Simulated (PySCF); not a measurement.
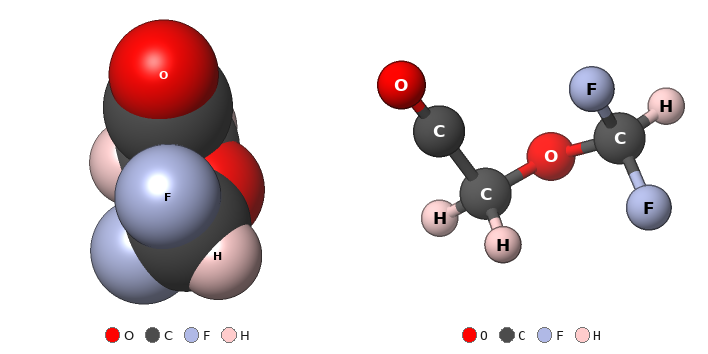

Both panels show the same species.

Charge +1, singlet.

Count the atoms of each element.

Answer. C3H3F2O2(+), 10 atoms: 3 carbon, 3 hydrogen, 2 fluorine and 2 oxygen.

What is its SMILES?

Answer. [O+]#CCOC(F)F

Describe its rings.

Answer. It has no ring.

What is the point group of this geometry?

Answer. C1.

Name some functional groups or characteristic bonds that it holds.

Answer. Among them: ether, C–F bond.

More results for the same structure follow; atom numbers are the same in all pictures, views and colours differ. The computed structure is the end point of a PBE0-D3(BJ)/def2-SVP optimisation. No frequency run is at hand to confirm it as a minimum.

Shape

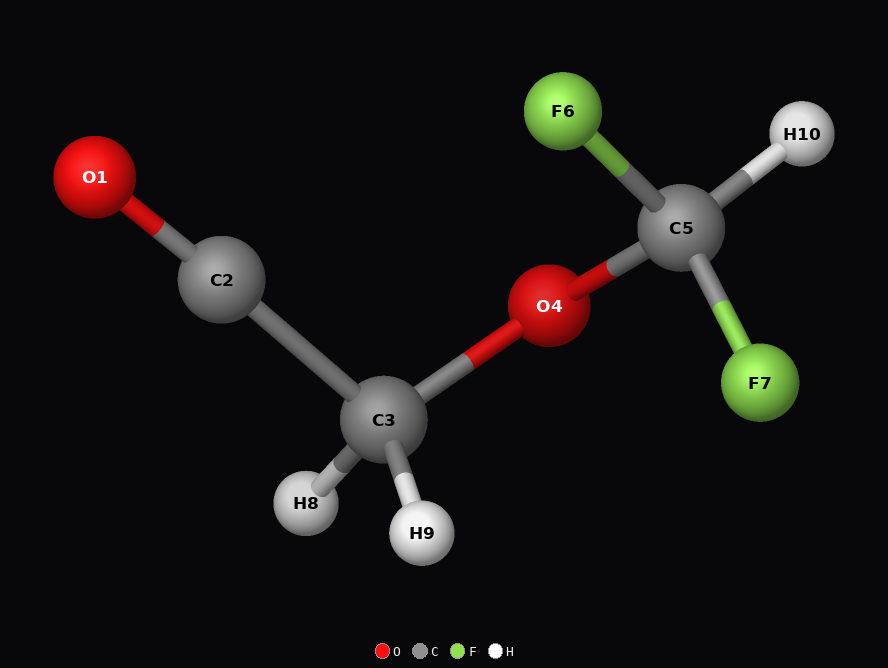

No frequency run is at hand to confirm it as a minimum.

Estimate the angles O1–C2–C3, C2–C3–O4, C2–C3–H8, C2–C3–H9, O4–C3–H8, O4–C3–H9, C3–O4–C5, O4–C5–F6, O4–C5–F7, O4–C5–H10, F6–C5–F7, F6–C5–H10, F7–C5–H10.

```
    angle  degrees
 O1–C2–C3    177.1
 C2–C3–O4    110.7
 C2–C3–H8    105.3
 C2–C3–H9    105.9
 O4–C3–H8    110.0
 O4–C3–H9    115.6
 C3–O4–C5    114.3
 O4–C5–F6    107.0
 O4–C5–F7    110.1
O4–C5–H10    107.9
 F6–C5–F7    107.5
F6–C5–H10    111.6
F7–C5–H10    112.6
```

Bond orders

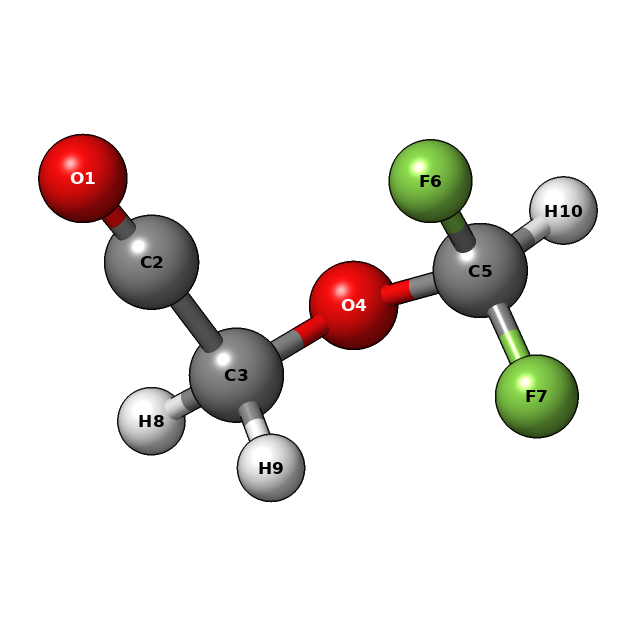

Every bond is drawn as one stick. No frequency run is at hand to confirm it as a minimum. Level of theory: PBE0/pcSseg-1 in benzene (IEF-PCM) (PySCF 2.14.0).

List the Mayer bond orders of O1–C2, C2–C3, C3–O4, C3–H8, C3–H9, O4–C5, C5–F6, C5–F7, C5–H10.

```json
{"bond": "O1–C2", "Mayer order": "2.53", "length (Å)": "1.114"}
{"bond": "C2–C3", "Mayer order": "0.98", "length (Å)": "1.486"}
{"bond": "C3–O4", "Mayer order": "0.97", "length (Å)": "1.375"}
{"bond": "C3–H8", "Mayer order": "0.87", "length (Å)": "1.107"}
{"bond": "C3–H9", "Mayer order": "0.86", "length (Å)": "1.110"}
{"bond": "O4–C5", "Mayer order": "0.96", "length (Å)": "1.392"}
{"bond": "C5–F6", "Mayer order": "0.95", "length (Å)": "1.350"}
{"bond": "C5–F7", "Mayer order": "1.02", "length (Å)": "1.321"}
{"bond": "C5–H10", "Mayer order": "0.93", "length (Å)": "1.098"}
```

NMR shielding

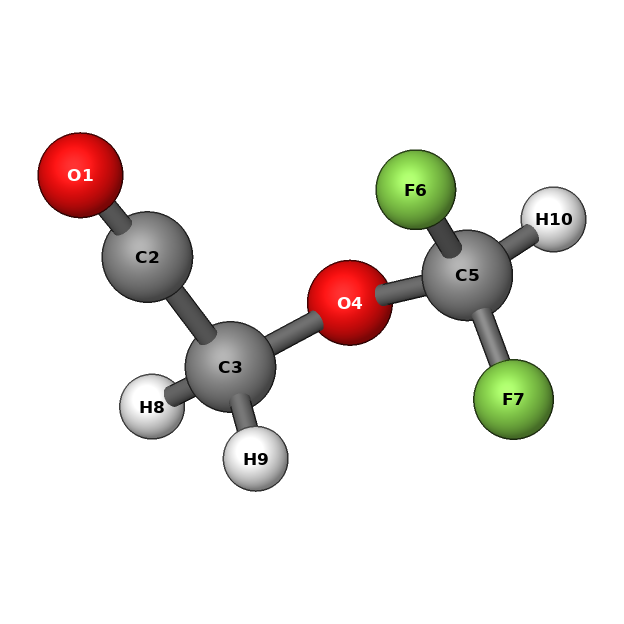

No frequency run is at hand to confirm it as a minimum. Method: GIAO PBE0/pcSseg-1 NMR shielding, non-relativistic, IEF-PCM dichloromethane (PySCF 2.14.0). Principal shieldings σ11 ≤ σ22 ≤ σ33, span Ω = σ33 − σ11, skew κ = 3(σiso − σ22)/Ω.

Give the shielding tensors of the F atoms.

| atom | σ11 | σ22 | σ33 | σiso | Ω | κ |
| --- | --- | --- | --- | --- | --- | --- |
| F6 | 182.5 | 297.5 | 349.5 | 276.5 | 167.0 | −0.38 |
| F7 | 189.4 | 317.3 | 365.6 | 290.8 | 176.2 | −0.45 |

Shieldings and span in ppm.

Levels of theory compared

No frequency run is at hand to confirm it as a minimum. Program: PySCF 2.14.0.

At this fixed geometry, give HOMO energy (eV), HOMO–LUMO gap (eV) at these levels: BHandHLYP/aug-pcX-1 (pcseg-1 on H); PBE0/def2-SVPD; PBE0/def2-SVPD in benzene (IEF-PCM); PBE0/def2-SVPD in dichloromethane (IEF-PCM); PBE0/pcSseg-1 in benzene (IEF-PCM); PBE0/pcSseg-1 in dichloromethane (IEF-PCM).

```
                                      level  HOMO energy (eV)  HOMO–LUMO gap (eV)
         BHandHLYP/aug-pcX-1 (pcseg-1 on H)            −17.47               10.16
                             PBE0/def2-SVPD            −15.71                7.05
        PBE0/def2-SVPD in benzene (IEF-PCM)            −13.01                7.23
PBE0/def2-SVPD in dichloromethane (IEF-PCM)            −11.42                7.38
         PBE0/pcSseg-1 in benzene (IEF-PCM)            −12.98                7.25
 PBE0/pcSseg-1 in dichloromethane (IEF-PCM)            −11.39                7.41
```

Charges

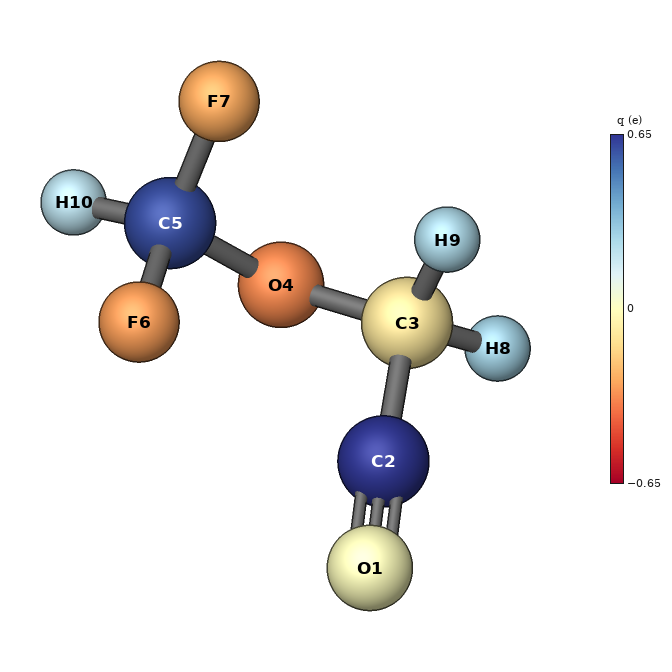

Atoms are coloured by their IAO charges. No frequency run is at hand to confirm it as a minimum. Level of theory: PBE0/pcSseg-1 in benzene (IEF-PCM) (PySCF 2.14.0).

Which atom carries the highest charge (most positive or least negative)?

Answer. C2 (0.64 e).

And the lowest?

Answer. O4 (−0.33 e).

Give the IAO charges atom by atom.

```
atom  value (e)
  O1       0.00
  C2       0.64
  C3      −0.09
  O4      −0.33
  C5       0.60
  F6      −0.29
  F7      −0.26
  H8       0.27
  H9       0.24
 H10       0.22
```
